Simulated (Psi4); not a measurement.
# UOMP2/def2-SVPD (density fitting for correlation) run of GeH2ClO (SMILES [O][GeH2][Cl])

Aim: the vertical electron affinity of GeH2ClO at UOMP2/def2-SVPD (density fitting for correlation), from 2 runs. 

Program for the calculation: Psi4 1.11.

1 further run of the same task is left out (it didn't finish).

## Step 1: The structure to begin with

The species is GeH2ClO (5 atoms), meant as a doublet with charge 0. As SMILES, `[O][GeH2][Cl]`. The coordinates come from a PBE0-D4/def2-TZVP relaxation.

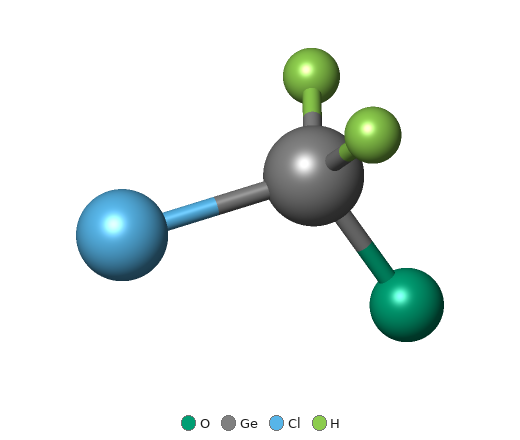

The structure, seen from a chosen angle (oxygen teal, germanium grey, chlorine blue, hydrogen green).

## Step 2: The energy at UOMP2/def2-SVPD (density fitting for correlation)

clgeh2o.xyz

```xyz
5
ClGeH2O
O     -0.272400    -0.591800     1.625500
Ge     0.123700    -0.081200    -0.034500
Cl    -1.347100     1.290100    -0.778900
H      0.081000    -1.343800    -0.899000
H      1.464600     0.653000     0.045400
```

run.py

```python
import numpy as np
from ase.calculators.psi4 import Psi4
from ase.io import read

mol = read('clgeh2o.xyz')
calc = Psi4(atoms=mol, method='omp2', basis='def2-SVPD', memory='2200MB', num_threads=1, charge=0, multiplicity=2, label='calc', reference='uhf')
calc.psi4.set_options({'puream': True, 'e_convergence': 1e-09, 'd_convergence': 1e-08, 'scf_type': 'pk', 'num_frozen_docc': 15, 'maxiter': 100})
mol.calc = calc

print(f'energy: {mol.get_potential_energy():.6f} eV')
```

Command:

```sh
python run.py
```

calc.dat:

```text
[...]
  Running in c1 symmetry.
[...]
  Nuclear repulsion =  264.047620248749411
[...]
  Multiplicity = 2
[...]
  Nalpha       = 30
  Nbeta        = 29
[...]
    Number of basis functions: 104
[...]
   @UHF iter   1: -2609.18781032363040   -3.25326e+00   2.05429e-02 DIIS/ADIIS
[...]
   @UHF iter  16: -2610.44466017166769   -2.27374e-12   9.50360e-09 DIIS
[...]
   @S^2 Observed:                7.586019390E-01
[...]
    Orbital Energies [Eh]
    ---------------------
    Alpha Occupied:
       1A   -405.276010     2A   -104.807283     3A    -52.199437
       4A    -46.301456     5A    -46.300931     6A    -46.300508
       7A    -20.636831     8A    -10.568232     9A     -8.042776
      10A     -8.040274    11A     -8.040236    12A     -7.257925
      13A     -5.237807    14A     -5.236336    15A     -5.234512
      16A     -1.717938    17A     -1.713779    18A     -1.709546
      19A     -1.706950    20A     -1.706541    21A     -1.341561
      22A     -1.096748    23A     -0.747643    24A     -0.674267
      25A     -0.589608    26A     -0.584233    27A     -0.535282
      28A     -0.509938    29A     -0.473890    30A     -0.461088
    Alpha Virtual:
[...]
  @UHF Final Energy: -2610.44466017166769
   => Energetics <=
    Nuclear Repulsion Energy =            264.0476202487494106
    One-Electron Energy =               -4159.8549757121745643
    Two-Electron Energy =                1285.3626952917575181
    Total Energy =                      -2610.4446601716676923
  UHF NO Occupations:
  HONO-2 :   28  A 1.9989367
  HONO-1 :   29  A 1.9979929
[...]
 Multipole Moments:
 ------------------------------------------------------------------------------------
     Multipole            Electronic (a.u.)      Nuclear  (a.u.)        Total (a.u.)
 ------------------------------------------------------------------------------------
 L = 1.  Multiply by 2.5417464519 to convert [e a0] to [Debye]
 Dipole X            :          1.9013064           -1.1800896            0.7212168
 Dipole Y            :         -1.1082821            0.8482108           -0.2600713
 Dipole Z            :         -0.4430075           -0.0640067           -0.5070142
 Magnitude           :                                                    0.9191595
[...]
	Warning: cc_lambda option is changed to TRUE
	For this residual convergence, default PCG convergence is:     1.00e-07
[...]
	DF-SCS-MP2 Total Energy (a.u.)     : -2610.94759500395639
	DF-SOS-MP2 Total Energy (a.u.)     : -2610.93671795613545
[...]
	DF-SCS-OMP2 Total Energy (a.u.)    : -2610.95474848866388
	DF-SOS-OMP2 Total Energy (a.u.)    : -2610.90314922803145
	DF-SCS(N)-OMP2 Total Energy (a.u.) : -2610.70497025962686
[...]
	DF-OMP2 Total Energy (a.u.)        : -2610.97950983230476
[...]
```

Standard output:

```text
energy: -71048.371344 eV
```

It took 2.9 min on 1 thread of AMD EPYC 7R43 (Zen 3), shared host; peak memory 0.46 GiB.

## Step 3: The singlet anion, same level

job.in

```
memory 2200 mb

molecule {
  -1 1
  O
  Ge 1 1.78135
  Cl 2 2.144259 1 110.75046
  H 2 1.530798 1 106.47798 3 -117.40806
  H 2 1.530832 4 116.71093 1 118.6805
  symmetry c1
  no_reorient
  no_com
}

set basis def2-SVPD
set puream true
set e_convergence 1e-09
set d_convergence 1e-08
set scf_type pk
set num_frozen_docc 15

e = energy('omp2')
```

Command:

```sh
psi4 job.in job.out -n 1
```

job.out:

```text
[...]
  Running in c1 symmetry.
[...]
  Nuclear repulsion =  264.047633092731360
[...]
  Multiplicity = 1
[...]
  Nalpha       = 30
  Nbeta        = 30
[...]
    Number of basis functions: 104
[...]
   @RHF iter   1: -2609.32977878562497   -3.39524e+00   2.07440e-02 DIIS/ADIIS
[...]
   @RHF iter  13: -2610.48085663419806   -8.64020e-12   5.43254e-09 DIIS
[...]
    Orbital Energies [Eh]
    ---------------------
    Doubly Occupied:
       1A   -405.036280     2A   -104.623352     3A    -51.959294
       4A    -46.061888     5A    -46.060611     6A    -46.060032
       7A    -20.256746     8A    -10.385367     9A     -7.859947
      10A     -7.857703    11A     -7.857684    12A     -7.018511
      13A     -4.999888    14A     -4.996006    15A     -4.993936
      16A     -1.476375    17A     -1.472296    18A     -1.472123
      19A     -1.466743    20A     -1.466672    21A     -0.929848
      22A     -0.903266    23A     -0.513790    24A     -0.350136
      25A     -0.347231    26A     -0.308265    27A     -0.280629
      28A     -0.218437    29A     -0.171758    30A     -0.169525
[...]
  @RHF Final Energy: -2610.48085663419806
   => Energetics <=
    Nuclear Repulsion Energy =            264.0476330927313597
    One-Electron Energy =               -4173.9082989838225330
    Two-Electron Energy =                1299.3798092568929405
    Total Energy =                      -2610.4808566341980622
[...]
 Multipole Moments:
 ------------------------------------------------------------------------------------
     Multipole            Electronic (a.u.)      Nuclear  (a.u.)        Total (a.u.)
 ------------------------------------------------------------------------------------
 L = 1.  Multiply by 2.5417464519 to convert [e a0] to [Debye]
 Dipole X            :         -0.0001875            0.0001204           -0.0000671
 Dipole Y            :          1.4484713           -1.4541456           -0.0056743
 Dipole Z            :          2.2442382            0.0403702            2.2846085
 Magnitude           :                                                    2.2846155
[...]
	Warning: cc_lambda option is changed to TRUE
	For this residual convergence, default PCG convergence is:     1.00e-07
[...]
	DF-MP2 Total Energy (a.u.)         : -2611.08940699839741
[...]
	DF-MP2 Total Energy (a.u.)         : -2611.10611544527228
[...]
	DF-OMP2 Total Energy (a.u.)        : -2611.10611544556286
[...]
```

It took 68 s on 1 thread of AMD EPYC 7R43 (Zen 3), shared host; peak memory 0.42 GiB.

## Step 4: Summary of results

At UOMP2/def2-SVPD (density fitting for correlation), 15 core orbitals frozen:

| quantity | value |
| --- | --- |
| doublet GeH2ClO: total energy | -2610.97951 Eh |
| doublet GeH2ClO: HOMO energy (Hartree–Fock orbitals) (highest over α and β) | -12.55 eV |
| doublet GeH2ClO: LUMO energy (Hartree–Fock orbitals) (lowest over α and β) | 1.16 eV |
| doublet GeH2ClO: correlation energy (15 core orbitals frozen) | -534.8 mEh |
| doublet GeH2ClO: ⟨S²⟩ of the reference determinant | 0.759 |
| singlet anion: total energy | -2611.10612 Eh |
| singlet anion: HOMO energy (Hartree–Fock orbitals) | -4.61 eV |
| singlet anion: LUMO energy (Hartree–Fock orbitals) | 5.86 eV |
| singlet anion: HOMO–LUMO gap (to an unbound level, set by the basis) | 10.47 eV |
| singlet anion: correlation energy (15 core orbitals frozen) | -625.3 mEh |
| vertical electron affinity (to the singlet anion) | 3.445 eV |

What this shows: At fixed nuclei the extra electron is bound by 3.45 eV (79 kcal/mol).
